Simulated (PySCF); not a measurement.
# TiCl3: doublet, from a trigonal pyramidal start

The task is one start of a wider search on TiCl3: the doublet, from a trigonal pyramidal start. It is relaxed, tested by its Hessian and followed downhill if it is a saddle.

Method: PBE0, basis Ti def2-TZVP, Cl def2-TZVP, no relativity, density fitting; program: PySCF 2.14.0.

## (1) The starting structure

4 atoms, charge 0, spin multiplicity 2.

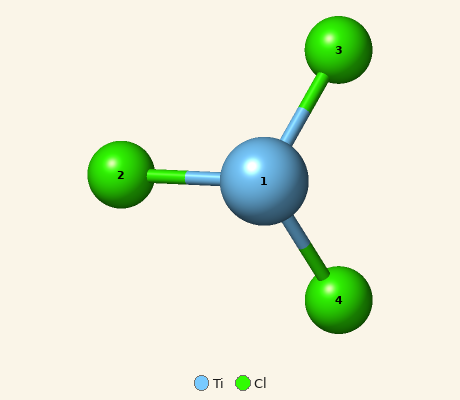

As it starts; titanium blue, chlorine green; atoms are numbered from 1 in the order of the file.

Z-matrix (Å, degrees; charge 0 multiplicity 2):
```
Ti
Cl 1 2.3500
Cl 1 2.3500 2 99.75
Cl 1 2.3500 2 99.75 3 -101.76
```

## (2) The SCF at the typed geometry

The steps below are one call of a driver around PySCF. For each, scf.py gives the equivalent set-up of the SCF; relaxations use the driver's own optimiser. After this first run the driver tries any further starts and a stability analysis.

File scf.py:

```python
from pyscf import gto, scf, dft
mol = gto.M(atom='''
Ti     0.000000     0.000000     0.000000
Cl     2.074900     0.000000     1.103300
Cl    -1.037500     1.796900     1.103300
Cl    -1.037500    -1.796900     1.103300''',
    basis={'Ti': 'def2-TZVP', 'Cl': 'def2-TZVP'},
    charge=0, spin=1)
mf = dft.UKS(mol, xc='PBE0')
mf.grids.atom_grid = (50, 194)
aux = {'Ti': 'def2-universal-JKFIT', 'Cl': 'def2-universal-JKFIT'}
mf = mf.density_fit(auxbasis=aux)
mf.conv_tol = 1e-08
mf.diis_space = 10
mf.max_cycle = 60
mf.init_guess = 'minao'
mf.verbose = 4
mf.kernel()
```

Command:

```sh
$ OMP_NUM_THREADS=4 python axn.py task.json out
```

What it wrote:

```text
init E= -2229.42450315471
[... the frontier-level lines of each cycle are left out ...]
cycle= 1 E= -2229.40293449536  delta_E= 0.0216  |g|= 0.557  |ddm|= 1.51
cycle= 2 E= -2212.6216599741  delta_E= 16.8  |g|= 6.64  |ddm|=  2.6
cycle= 3 E= -2228.91145433947  delta_E= -16.3  |g|= 1.36  |ddm|= 2.05
cycle= 4 E= -2229.52132935695  delta_E= -0.61  |g|= 0.44  |ddm|= 0.383
cycle= 5 E= -2229.6077155512  delta_E= -0.0864  |g|= 0.0264  |ddm|= 0.231
cycle= 6 E= -2229.60798004465  delta_E= -0.000264  |g|= 0.0213  |ddm|= 0.0413
cycle= 7 E= -2229.60822383582  delta_E= -0.000244  |g|= 0.00625  |ddm|= 0.0174
cycle= 8 E= -2229.60825253013  delta_E= -2.87e-05  |g|= 0.00162  |ddm|= 0.00699
cycle= 9 E= -2229.60825570867  delta_E= -3.18e-06  |g|= 0.000602  |ddm|= 0.003
cycle= 10 E= -2229.60825644421  delta_E= -7.36e-07  |g|= 0.000366  |ddm|= 0.00192
cycle= 11 E= -2229.60825656628  delta_E= -1.22e-07  |g|= 0.000115  |ddm|= 0.000623
cycle= 12 E= -2229.60825658404  delta_E= -1.78e-08  |g|= 3.29e-05  |ddm|= 0.00022
cycle= 13 E= -2229.60825658602  delta_E= -1.98e-09  |g|= 1.25e-05  |ddm|= 7.29e-05
Extra cycle  E= -2229.60825658635  delta_E= -3.29e-10  |g|= 1.06e-05  |ddm|= 3.37e-05
converged SCF energy = -2229.60825658635  <S^2> = 0.75879892  2S+1 = 2.0087796
```

This step, with its further starts and checks, needed 41 s of wall time on 4 threads of Arm Neoverse V1, shared host.

Energies from each starting density:

| start | energy (Eh) |
| --- | --- |
| the minimal-basis guess | -2229.608257 |
| a thermally smeared density | -2229.597609 |
| a smeared PBE density | -2229.608257 |

No lower solution of this spin turned up from the other starts or in the test of internal stability.

## (3) Relaxing the doublet from the trigonal pyramidal start

The program finds C3v symmetry in the start, which this walk keeps.

Edit scf.py of step 2 so:

```diff
@@ -3,4 +3,4 @@
-Ti     0.000000     0.000000     0.000000
-Cl     2.074900     0.000000     1.103300
-Cl    -1.037500     1.796900     1.103300
-Cl    -1.037500    -1.796900     1.103300''',
+Ti     0.000003    -0.000000    -0.757213
+Cl     2.074906     0.000000     0.346095
+Cl    -1.037455     1.796922     0.346083
+Cl    -1.037455    -1.796922     0.346083''',
@@ -16 +15,0 @@
-mf.init_guess = 'minao'
```

Steps of the walk:

| step | energy (Eh) | change (kJ/mol) | largest symmetric gradient (Eh/bohr) |
| --- | --- | --- | --- |
| 0 | -2229.608257 | 0.00 | 0.08274 |
| 1 | -2229.635044 | -70.33 | 0.04507 |
| 2 | -2229.646813 | -101.23 | 0.01184 |
| 3 | -2229.651277 | -112.95 | 0.00954 |
| 4 | -2229.654054 | -120.24 | 0.00906 |
| 5 | -2229.654714 | -121.97 | 0.00351 |
| 6 | -2229.655057 | -122.88 | 0.00152 |
| 7 | -2229.655189 | -123.22 | 0.00064 |
| 8 | -2229.655221 | -123.30 | 0.00041 |
| 9 | -2229.655225 | -123.31 | 0.00005 |

The walk took 42 s.

Geometry (Å) and forces (eV/Å) at some steps:

```
step 0
Ti   0.000   0.000  -0.757   0.009   0.000   4.255
Cl   2.075   0.000   0.346  -1.473   0.000  -1.423
Cl  -1.037   1.797   0.346   0.732  -1.268  -1.416
Cl  -1.037  -1.797   0.346   0.732   1.268  -1.416
step 1
Ti   0.000   0.000  -0.585  -0.016   0.000   2.317
Cl   2.083   0.000   0.289  -0.800   0.000  -0.788
Cl  -1.041   1.804   0.289   0.408  -0.697  -0.765
Cl  -1.041  -1.804   0.289   0.408   0.697  -0.765
step 5
Ti   0.000   0.000  -0.079   0.003   0.000   0.180
Cl   2.190   0.000   0.120  -0.147   0.000  -0.072
Cl  -1.095   1.897   0.120   0.072  -0.129  -0.054
Cl  -1.095  -1.897   0.120   0.072   0.129  -0.054
step 9
Ti   0.000   0.000   0.068  -0.019   0.000   0.002
Cl   2.190   0.000   0.071   0.001   0.000  -0.001
Cl  -1.095   1.897   0.071   0.009   0.000   0.000
Cl  -1.095  -1.897   0.071   0.009   0.000   0.000
```

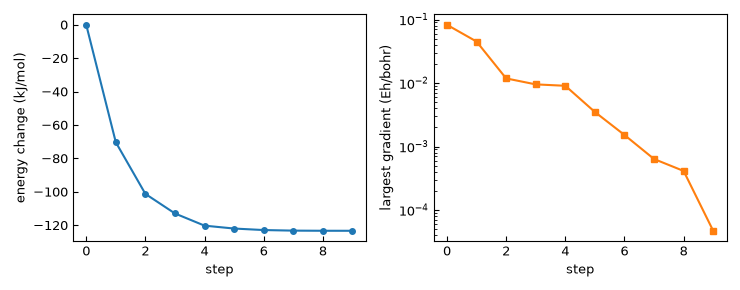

How energy and gradient fall.

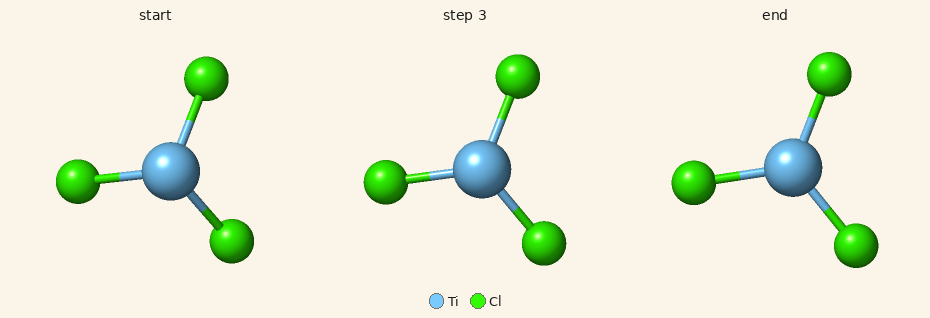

Start and end of the relaxation, with a step between.

It settles in D3h symmetry, 123.3 kJ/mol below the start, after 9 steps: Ti–Cl 2.190 Å (×3); Cl–Ti–Cl 120.0° (×3).

## (4) Vibrations and properties at this point

The point is checked on the finer grid, and tightened if its gradient asks for it. The Hessian and the dipole derivatives come from central differences of analytic gradients, with steps of 0.02 bohr.

Edit scf.py of step 3 so:

```diff
@@ -3,4 +3,4 @@
-Ti     0.000003    -0.000000    -0.757213
-Cl     2.074906     0.000000     0.346095
-Cl    -1.037455     1.796922     0.346083
-Cl    -1.037455    -1.796922     0.346083''',
+Ti    -0.000000     0.000000    -0.000000
+Cl     2.190266     0.000000     0.000008
+Cl    -1.095133     1.896826    -0.000004
+Cl    -1.095133    -1.896826    -0.000004''',
@@ -10 +10 @@
-mf.grids.atom_grid = (50, 194)
+mf.grids.atom_grid = (75, 302)
@@ -13 +13 @@
-mf.conv_tol = 1e-08
+mf.conv_tol = 1e-10
```

The driver hands on the density of the step before, so the log starts near convergence.

SCF at the final geometry:

```text
init E= -2229.65535859688
[... the frontier-level lines of each cycle are left out ...]
cycle= 1 E= -2229.65535859689  delta_E= -4.55e-12  |g|= 3.71e-06  |ddm|= 7.61e-06
Extra cycle  E= -2229.65535859689  delta_E=    0  |g|= 5.5e-06  |ddm|= 8.03e-06
converged SCF energy = -2229.65535859689  <S^2> = 0.755532  2S+1 = 2.0055244
```

The whole step took 60 s.

Geometry: D3h; Ti–Cl 2.190 Å (×3); Cl–Ti–Cl 120.0° (×3).

Harmonic modes (main isotopes):

```tsv
symmetry	ω (cm⁻¹)	IR (km/mol)
a2''	82	19.5
e'	100	2.4
a1'	369	0.0
e'	505	345
```

All wavenumbers are real: a minimum.

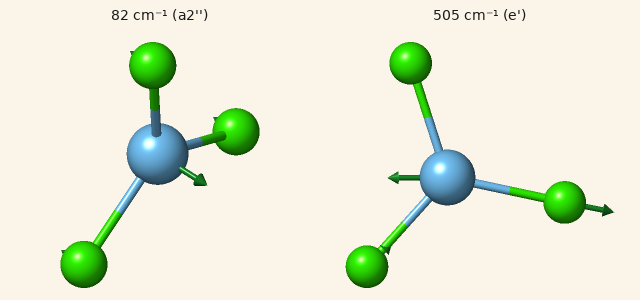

How the atoms move in 2 of the modes.

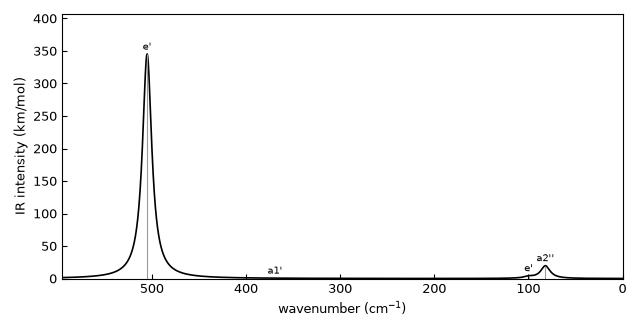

The harmonic infrared spectrum (widths in cm⁻¹). Lines are broadened to a width of 12 cm⁻¹ (Lorentzian).

Constants and moments:

| Quantity | Value |
| --- | --- |
| Dipole moment | 0.00 D |
| Highest occupied level | -7.71 eV |
| Lowest empty level | -3.27 eV |
| Rotational constants | 0.06699, 0.06699, 0.0335 cm⁻¹ |
| Zero-point energy | 9.9 kJ/mol |
| Principal polarisabilities | 46.4, 80.3, 80.3 bohr³ |
| Atomisation energy without zero-point energy | 1365 kJ/mol |
| Principal traceless quadrupole moments about the centre of mass | -3.10, -3.10, 6.20 D Å |
| Entropy at 298.15 K and 1 bar (electronic part: spin only) | 337.8 J/(mol K) |
| Heat capacity Cp at 298.15 K | 74.6 J/(mol K) |
| Enthalpy at 298.15 K above 0 K | 17.85 kJ/mol |
| Rotational symmetry number | 6 |
| Spin squared ⟨S²⟩ | 0.756 |

Charges (e) and bond orders:

```
   atom  Mulliken  Löwdin  polar tensor  spin (Mulliken)  Mayer order to Ti1
    Ti1      1.08   -0.36          1.77             1.10                   –
Cl2,3,4     -0.36    0.12         -0.59            -0.03                1.11
```

Outer orbital energies (eV). α occupied: -10.98, -10.13, -10.13, -10.10, -10.10, -9.98, -9.47, -7.71; empty: -3.27, -3.27, -2.80, -2.80. β occupied: -10.91, -10.91, -10.16, -10.15, -10.10, -10.10, -9.99, -9.51; empty: -2.85, -2.85, -2.64, -2.32.

Mulliken populations on Ti1: s 6.32, p 12.29, d 2.29, f 0.02.

## (5) Outcome

| quantity | value |
| --- | --- |
| minimum | doublet, D3h |
| geometry | Ti–Cl 2.190 Å (×3); Cl–Ti–Cl 120.0° (×3) |
| wavenumbers (cm⁻¹) | 82 (a2''), 100 (e'), 369 (a1'), 505 (e') |
| dipole moment | 0.00 D |
| highest occupied, lowest empty level (either spin) | -7.71, -3.27 eV |
| polar-tensor charge of Ti1 | +1.77 e |
| zero-point energy | 9.9 kJ/mol |
| entropy at 298.15 K | 337.8 J/(mol K) |
| atomisation energy (no zero-point energy) | 1365 kJ/mol |
| ⟨S²⟩ | 0.756 |

**Reading.** From C3v at the start the molecule goes to a D3h minimum. The strongest infrared band lies at 505 cm⁻¹ (e', stretch). Ti1 has a polar-tensor charge of +1.8 e (a dipole derivative, not a static charge), yet symmetry cancels the bond dipoles. Most of the spin sits on Ti1 (Mulliken spin 1.10, against 1 for the whole molecule). Only this shape and spin were tried, so other structures or states may lie lower. Open d and f shells are described by one determinant, and the ground state may have another occupation or spin.

The search up to here took 2.4 min.
